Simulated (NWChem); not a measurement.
## Run report: SiH$_{3}$Cl, single-point calculation

- system: SiH$_{3}$Cl, multiplicity 3
- method: CCSD(T)/aug-cc-pVDZ, UHF (NWChem 7.3.0)

The geometry is that of the parent species in another charge or spin state. The geometry comes from this level: PBE0-D4/def2-TZVP.

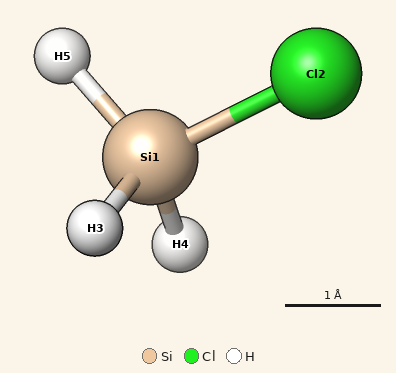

Fig. 1: The structure (ball-and-stick view, seen at a tilt; atoms are numbered from 1 in the order of the input). Bond lengths as drawn: Cl–Si 2.05 Å and H–Si 1.48 Å.

Input
```python
from ase import Atoms
from ase.calculators.nwchem import NWChem

atoms = Atoms(['Si', 'Cl', 'H', 'H', 'H'], positions=[
    [-0.112000, 0.018600, -0.030900],
    [1.838300, -0.513500, 0.329900],
    [-0.950900, -0.488300, 1.079100],
    [-0.534700, -0.585700, -1.314900],
    [-0.190800, 1.495400, -0.104700],
])

calc = NWChem(
    label='sp',
    theory='tce',
    memory='stack 330 mb heap 110 mb global 1760 mb',
    basis='aug-cc-pVDZ',
    basispar='spherical bse',
    scf={'nopen': '2', 'uhf': None, 'thresh': '1e-08', 'maxiter': '80'},
    tce={'scf': None, 'ccsd(t)': None, 'freeze': 'core 10', 'maxiter': '60'},
    task='energy',
)
atoms.calc = calc

print("Total energy (eV):", round(atoms.get_potential_energy(), 6))
```

File sp.nwi
```
title "sp"

permanent_dir sp

scratch_dir sp

start sp

geometry units angstrom nocenter noautosym noautoz
  Si -1.1200000000000000e-01 1.8599999999999998e-02 -3.0900000000000000e-02
  Cl 1.8383000000000000e+00 -5.1349999999999996e-01 3.2990000000000003e-01
  H  -9.5089999999999997e-01 -4.8830000000000001e-01 1.0790999999999999e+00
  H  -5.3469999999999995e-01 -5.8570000000000000e-01 -1.3149000000000000e+00
  H  -1.9080000000000000e-01 1.4954000000000001e+00 -1.0470000000000000e-01
end

memory stack 330 mb heap 110 mb global 1760 mb

basis spherical bse noprint
   * library aug-cc-pVDZ
end

scf
  nopen 2
  uhf
  thresh 1e-08
  maxiter 80
end
tce
  scf
  ccsd(t)
  freeze core 10
  maxiter 60
end

task tce energy
```

Run as:
```bash
export ASE_NWCHEM_COMMAND="nwchem PREFIX.nwi > PREFIX.nwo"
python run.py
```

Log
```
Total energy (eV): -20415.487909
```

Results in brief

```tsv
quantity	value
outcome	converged
total energy	−750.255349 hartree
SCF energy	−749.949994 hartree
CCSD energy	−750.244887 hartree
correlation energy	−0.305355 hartree
(T) correction	−0.010461 hartree
basis functions	81
⟨S²⟩	2.013
hardware	1 thread of Intel Xeon (Sapphire Rapids), 16 GiB of memory available, shared host
wall time	5 min
peak memory	1.1 GiB
```
